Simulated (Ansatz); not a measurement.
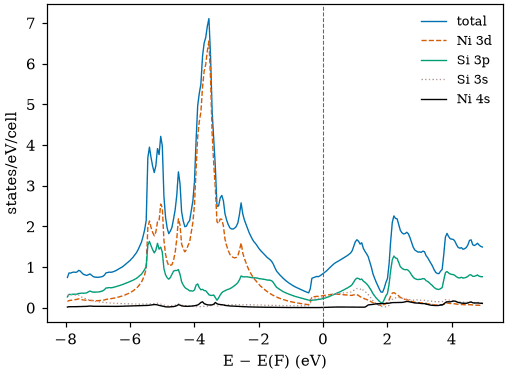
*Total and projected density of states of Si2Ni (fluorite or antifluorite type, space group No. 225), LDA in the plane-wave PAW code Ansatz*

Question: Which orbitals carry the states next to the Fermi level?

Answer: Within 0.5 eV of the Fermi level: Ni 3d 33 %, Si 3s 30 %, Si 3p 30 %, outside the projected shells 7 %. Projections are on Löwdin-orthogonalised atomic valence shells; empty p or d shells of many metals are not among them.

Question: Where is the tallest occupied peak in this window, and what makes it?

Answer: Near -3.5 eV, about 7.1 states/eV per cell; the largest projected share is Ni 3d.

Space group Fm-3m (fluorite or antifluorite type). Symmetry was held in the LDA relaxation; of distortions, only those at the zone centre were tested. The run is not spin-polarised.

Potentials: the later of the program's two PAW sets.
